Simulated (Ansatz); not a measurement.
Al2H5ClO: geometry relaxation (part 2 of 2)

The same run, continued: Al2H5ClO; RKS r2SCAN-D4/def2-SVP (Ansatz 0.2.0). It belongs to a series of runs on one base structure; here: end point B relaxed.

Geometry of the input (Å):
```
Al -0.1149  -0.1492  -0.4598
Cl 0.4032  -0.4729  2.9097
H  1.3315  0.3825  -0.8138
H  -1.4465  0.6990  -0.5507
O  -0.2585  -1.8503  -0.0473
Al -0.8471  -3.4478  -0.1825
H  -0.4004  -4.4677  0.9468
H  -1.7778  -3.8283  -1.4110
H  0.3577  -1.4885  2.0395
```

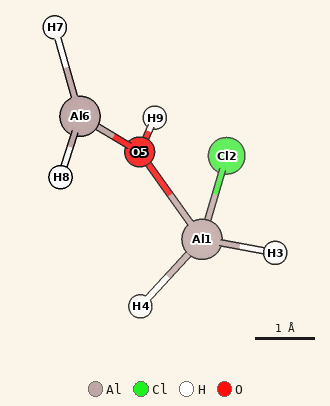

Figure 1. The geometry at step 13 of the log (ball-and-stick view, seen at a tilt; atoms are numbered from 1 in the order of the input).

## Trajectory as extended XYZ, continued
```
9
Properties=species:S:1:pos:R:3:forces:R:3 step=4 energy=-27834.51421
Al   -0.0700   -0.1756   -0.1668    0.1177   0.5633  -0.0255
Cl    0.3999   -0.3015    2.3547    0.0792   0.3791   0.3898
H     1.3488    0.3278   -0.6601   -0.0349  -0.0308  -0.1021
H    -1.4073    0.6658   -0.3021   -0.0007  -0.0266  -0.0189
O    -0.2442   -1.8853    0.1131   -0.1004  -0.5435   0.1307
Al   -0.8230   -3.4756   -0.1504   -0.0002  -0.0336  -0.0219
H    -0.4425   -4.5347    0.9638   -0.0167  -0.0148  -0.0055
H    -1.6991   -3.7974   -1.4301    0.0329   0.0135  -0.0070
H     0.1847   -1.4466    1.7089   -0.0769  -0.3065  -0.3395
9
Properties=species:S:1:pos:R:3:forces:R:3 step=5 energy=-27834.54654
Al   -0.0508   -0.1622   -0.0893    0.0722   0.5180  -0.4915
Cl    0.3859   -0.2856    2.3669    0.1245   0.3227   0.2765
H     1.3244    0.2907   -0.7591   -0.0952  -0.0526   0.1262
H    -1.3965    0.6586   -0.2617    0.0018   0.0048   0.0696
O    -0.2443   -1.8906    0.1642    0.0225  -0.3166   0.3793
Al   -0.8127   -3.4795   -0.1444   -0.0226  -0.0627  -0.0007
H    -0.4772   -4.5604    0.9649   -0.0092   0.0101  -0.0231
H    -1.6454   -3.7743   -1.4595    0.0460   0.0255   0.0028
H     0.1640   -1.4198    1.6490   -0.1399  -0.4492  -0.3390
9
Properties=species:S:1:pos:R:3:forces:R:3 step=6 energy=-27834.62091
Al   -0.0450   -0.1345   -0.0598    0.2181   0.5770  -0.4273
Cl    0.3946   -0.3129    2.3408    0.2376   0.6277   0.3960
H     1.3164    0.2579   -0.8309   -0.2984  -0.1206   0.2340
H    -1.3957    0.6860   -0.1926    0.0290  -0.0245  -0.0050
O    -0.2623   -1.8838    0.2451    0.0733  -0.1145   0.3463
Al   -0.7987   -3.4805   -0.1048   -0.0857  -0.2169  -0.1045
H    -0.5097   -4.5885    0.9919   -0.0092   0.0754  -0.0308
H    -1.5506   -3.7420   -1.4791    0.0729   0.0456   0.0754
H     0.0983   -1.4249    1.5204   -0.2376  -0.8492  -0.4841
9
Properties=species:S:1:pos:R:3:forces:R:3 step=7 energy=-27834.71950
Al   -0.0498   -0.1130   -0.0279    0.2574   0.6156  -0.3315
Cl    0.4245   -0.3061    2.2995    0.3005   0.8473   0.5864
H     1.2957    0.2284   -0.8363   -0.2496  -0.0916   0.1584
H    -1.4033    0.6952   -0.1802   -0.0049  -0.0354  -0.0295
O    -0.2722   -1.8825    0.2987    0.0342  -0.1289   0.3293
Al   -0.7874   -3.4840   -0.0907   -0.1177  -0.2172  -0.0912
H    -0.5303   -4.5948    1.0078   -0.0008   0.0632  -0.0367
H    -1.4973   -3.7092   -1.4916    0.0829   0.0389   0.0786
H     0.0674   -1.4571    1.4518   -0.3021  -1.0920  -0.6638
9
Properties=species:S:1:pos:R:3:forces:R:3 step=8 energy=-27834.85973
Al   -0.0450   -0.0904    0.0125    0.2312   0.6521  -0.3373
Cl    0.4524   -0.2722    2.2797    0.3262   0.9118   0.5892
H     1.2720    0.2006   -0.8542   -0.2094  -0.0779   0.1421
H    -1.4109    0.6896   -0.1734   -0.0113  -0.0396  -0.0264
O    -0.2814   -1.8853    0.3453    0.0399  -0.0634   0.3420
Al   -0.7933   -3.4868   -0.0790   -0.0606  -0.2207  -0.0950
H    -0.5506   -4.6048    1.0120   -0.0198   0.0552  -0.0291
H    -1.4459   -3.6800   -1.5103    0.0655   0.0498   0.0967
H     0.0499   -1.4939    1.3985   -0.3617  -1.2672  -0.6823
9
Properties=species:S:1:pos:R:3:forces:R:3 step=9 energy=-27835.02618
Al   -0.0394   -0.0664    0.0543    0.1978   0.6554  -0.3830
Cl    0.4842   -0.2136    2.2693    0.2925   0.8295   0.4782
H     1.2488    0.1742   -0.8673   -0.1813  -0.0664   0.1367
H    -1.4201    0.6781   -0.1709   -0.0086  -0.0415  -0.0107
O    -0.2899   -1.8915    0.3816    0.0295  -0.0238   0.1418
Al   -0.7844   -3.4954   -0.0812   -0.0980  -0.1918  -0.0273
H    -0.5779   -4.6144    1.0141   -0.0005   0.0442  -0.0448
H    -1.4096   -3.6522   -1.5255    0.0777   0.0498   0.0792
H     0.0356   -1.5418    1.3567   -0.3091  -1.2553  -0.3702
9
Properties=species:S:1:pos:R:3:forces:R:3 step=10 energy=-27835.25116
Al   -0.0188    0.0282    0.1246   -0.1541  -0.3690  -0.7353
Cl    0.5664   -0.0395    2.2153    0.3273   0.6256   0.8140
H     1.2096    0.1198   -0.8880   -0.0939   0.0602   0.0711
H    -1.4549    0.6348   -0.1707    0.0406   0.0599   0.0320
O    -0.3069   -1.9208    0.4507   -0.0269   0.2110  -0.2648
Al   -0.7845   -3.5236   -0.0929   -0.0116   0.2059   0.1184
H    -0.6428   -4.6627    0.9909    0.0091   0.0175  -0.0644
H    -1.3364   -3.5967   -1.5674    0.0590   0.0095   0.0454
H     0.0157   -1.6625    1.3684   -0.1495  -0.8206  -0.0164
9
Properties=species:S:1:pos:R:3:forces:R:3 step=11 energy=-27834.65331 accepted=F
Al   -0.0217    0.0031    0.1824    0.0283   0.3307  -0.5379
Cl    0.6363    0.1128    2.2832   -0.0612   0.1533  -0.2727
H     1.1495    0.0897   -0.9274   -0.1704  -0.0841   0.3127
H    -1.4534    0.6281   -0.1826    0.1458  -0.1196   0.1929
O    -0.3195   -1.9387    0.5093   -3.8932  -1.5805 -10.0528
Al   -0.7769   -3.5258   -0.0998   -0.1329   0.0344   0.0315
H    -0.6910   -4.6634    0.9917    0.0314   0.0263  -0.1049
H    -1.2706   -3.5509   -1.5971    0.0775   0.0185   0.1059
H    -0.0054   -1.7780    1.2712    3.9747   1.2209  10.3253
9
Properties=species:S:1:pos:R:3:forces:R:3 step=12 energy=-27835.33340
Al   -0.0270    0.0020    0.1050    0.0616  -0.0817   0.1802
Cl    0.5931    0.0299    2.2665   -0.0688   0.1609  -0.3068
H     1.2025    0.1203   -0.8936   -0.0471  -0.0130   0.0123
H    -1.4543    0.6376   -0.1726    0.0257  -0.0169   0.0126
O    -0.3142   -1.9295    0.4366    0.3389   0.7814   0.5480
Al   -0.7911   -3.5164   -0.0958   -0.1193  -0.3158  -0.0373
H    -0.6472   -4.6598    0.9847    0.0027   0.0526  -0.0600
H    -1.3266   -3.5933   -1.5713    0.0252   0.0174  -0.0065
H     0.0122   -1.7139    1.3714   -0.2190  -0.5848  -0.3424
9
Properties=species:S:1:pos:R:3:forces:R:3 step=13 energy=-27835.39658
Al   -0.0230    0.0103    0.1213   -0.0097  -0.1565   0.0923
Cl    0.6135    0.1204    2.2335   -0.0014   0.1321  -0.0499
H     1.1855    0.1003   -0.9020   -0.0181  -0.0210  -0.0357
H    -1.4589    0.6210   -0.1688    0.0049  -0.0184  -0.0078
O    -0.3128   -1.9295    0.4718    0.1881   0.3319   0.3099
Al   -0.8034   -3.5143   -0.1039    0.0063  -0.0505   0.0043
H    -0.6640   -4.6655    0.9650   -0.0137   0.0283  -0.0338
H    -1.3007   -3.5699   -1.5916   -0.0013   0.0297  -0.0112
H     0.0112   -1.7959    1.4056   -0.1551  -0.2756  -0.2681
9
Properties=species:S:1:pos:R:3:forces:R:3 step=14 energy=-27835.43250
Al   -0.0142    0.0038    0.1607   -0.0626  -0.1842  -0.1899
Cl    0.6506    0.2643    2.2226    0.0186   0.0857  -0.0072
H     1.1286    0.0041   -0.9520   -0.0023   0.0392   0.0892
H    -1.4739    0.5393   -0.1787    0.0270   0.0404   0.0601
O    -0.2952   -1.9194    0.5316    0.0846  -0.1647   0.2668
Al   -0.7790   -3.4869   -0.1296   -0.0713   0.1724  -0.0092
H    -0.6999   -4.6513    0.9266    0.0238  -0.0197  -0.0282
H    -1.2625   -3.4743   -1.6236    0.0414   0.0059   0.0072
H    -0.0072   -1.9026    1.4734   -0.0593   0.0250  -0.1888
9
Properties=species:S:1:pos:R:3:forces:R:3 step=15 energy=-27835.44478
Al   -0.0178   -0.0127    0.1624   -0.0176  -0.1000  -0.0909
Cl    0.6700    0.3564    2.1946   -0.0060   0.0041  -0.0185
H     1.1216   -0.0308   -0.9508   -0.0105   0.0139   0.0340
H    -1.4830    0.5107   -0.1675    0.0049   0.0138   0.0178
O    -0.2887   -1.9299    0.5665    0.0338  -0.1502   0.1743
Al   -0.7842   -3.4755   -0.1369   -0.0361   0.1154  -0.0145
H    -0.7129   -4.6644    0.8924    0.0096  -0.0128  -0.0236
H    -1.2435   -3.4319   -1.6369    0.0269   0.0212   0.0047
H    -0.0141   -1.9450    1.5072   -0.0052   0.0946  -0.0834
9
Properties=species:S:1:pos:R:3:forces:R:3 step=16 energy=-27835.45471
Al   -0.0254   -0.0514    0.1456    0.0683   0.0828   0.2194
Cl    0.6735    0.4176    2.1705   -0.0587  -0.0586  -0.2000
H     1.1059   -0.0912   -0.9695    0.0084  -0.0042  -0.0168
H    -1.4974    0.4561   -0.1697   -0.0211  -0.0057  -0.0287
O    -0.2691   -1.9419    0.6230    0.0010  -0.0184   0.1308
Al   -0.7875   -3.4433   -0.1332   -0.0199  -0.1575  -0.0664
H    -0.7260   -4.6844    0.8383   -0.0184   0.0327  -0.0379
H    -1.2158   -3.3353   -1.6397    0.0084   0.0351   0.0220
H    -0.0111   -1.9493    1.5658    0.0320   0.0938  -0.0224
9
Properties=species:S:1:pos:R:3:forces:R:3 step=17 energy=-27835.46092
Al   -0.0339   -0.0728    0.1520    0.0574   0.1227   0.0927
Cl    0.6885    0.4834    2.1326   -0.0524  -0.0727  -0.0897
H     1.0905   -0.1258   -0.9702    0.0060  -0.0400  -0.0267
H    -1.5084    0.4184   -0.1849   -0.0221  -0.0317  -0.0021
O    -0.2664   -1.9555    0.6718   -0.0204  -0.0208  -0.0214
Al   -0.7823   -3.4370   -0.1337   -0.0211  -0.0731  -0.0319
H    -0.7489   -4.7122    0.7957   -0.0058   0.0481  -0.0463
H    -1.1943   -3.2598   -1.6402    0.0192   0.0134   0.0531
H     0.0024   -1.9617    1.6080    0.0392   0.0540   0.0724
9
Properties=species:S:1:pos:R:3:forces:R:3 step=18 energy=-27835.45734 accepted=F
Al   -0.0342   -0.0606    0.1392    0.0088  -0.2771   0.2465
Cl    0.6802    0.4886    2.1207   -0.0245  -0.0111  -0.0576
H     1.0874   -0.1650   -0.9706    0.0687   0.0212  -0.1064
H    -1.5180    0.3818   -0.1872   -0.0849   0.0525  -0.0461
O    -0.2603   -1.9718    0.7003    0.0351   0.3271  -0.0893
Al   -0.7804   -3.4285   -0.1360    0.0173  -0.0509   0.1235
H    -0.7581   -4.7196    0.7644   -0.0104  -0.0234  -0.0306
H    -1.1901   -3.2179   -1.6331    0.0016   0.0289  -0.0291
H     0.0206   -1.9299    1.6333   -0.0116  -0.0672  -0.0111
9
Properties=species:S:1:pos:R:3:forces:R:3 step=19 energy=-27835.46404
Al   -0.0321   -0.0680    0.1483   -0.0076  -0.0230   0.0237
Cl    0.6807    0.4723    2.1285    0.0020  -0.0012  -0.0004
H     1.0878   -0.1417   -0.9782    0.0060  -0.0057  -0.0115
H    -1.5128    0.4057   -0.1865   -0.0096  -0.0006  -0.0097
O    -0.2650   -1.9540    0.6812   -0.0131  -0.0220  -0.0177
Al   -0.7850   -3.4323   -0.1283    0.0206  -0.0088  -0.0172
H    -0.7520   -4.7163    0.7836   -0.0113   0.0176  -0.0133
H    -1.1859   -3.2409   -1.6338   -0.0011   0.0113   0.0224
H     0.0116   -1.9480    1.6161    0.0142   0.0323   0.0239
9
Properties=species:S:1:pos:R:3:forces:R:3 step=20 energy=-27835.46516
Al   -0.0361   -0.0783    0.1473   -0.0009  -0.0098   0.0011
Cl    0.6813    0.4875    2.1186   -0.0010  -0.0011  -0.0035
H     1.0813   -0.1628   -0.9838   -0.0089  -0.0025   0.0062
H    -1.5202    0.3860   -0.1923    0.0070  -0.0049  -0.0008
O    -0.2599   -1.9583    0.6997    0.0108  -0.0021   0.0281
Al   -0.7784   -3.4262   -0.1279    0.0004   0.0147  -0.0041
H    -0.7637   -4.7219    0.7634    0.0006  -0.0104   0.0068
H    -1.1765   -3.2054   -1.6286    0.0005   0.0068  -0.0024
H     0.0195   -1.9436    1.6347   -0.0086   0.0093  -0.0315
9
Properties=species:S:1:pos:R:3:forces:R:3 step=21 energy=-27835.46533
Al   -0.0381   -0.0867    0.1481    0.0024   0.0057  -0.0088
Cl    0.6832    0.5035    2.1108   -0.0065  -0.0046  -0.0131
H     1.0739   -0.1824   -0.9875   -0.0013   0.0035   0.0079
H    -1.5245    0.3664   -0.1972    0.0060   0.0008   0.0071
O    -0.2554   -1.9603    0.7140   -0.0043  -0.0134   0.0097
Al   -0.7787   -3.4189   -0.1272    0.0116   0.0078  -0.0085
H    -0.7689   -4.7262    0.7493   -0.0041   0.0058  -0.0029
H    -1.1677   -3.1746   -1.6276   -0.0018  -0.0039   0.0143
H     0.0235   -1.9439    1.6483   -0.0021  -0.0017  -0.0057
```

## Key numbers

- outcome: converged
- total energy: −27835.4653 eV
- mean-field energy: −27835.4198 eV
- largest force (length of the vector) at the end: 0.017 eV/Å
- hardware: 2 threads of Arm Neoverse V2, 24 GiB of memory available, shared host
- wall time: 73 s (CPU time 2.4 min)
- peak memory: 0.15 GiB
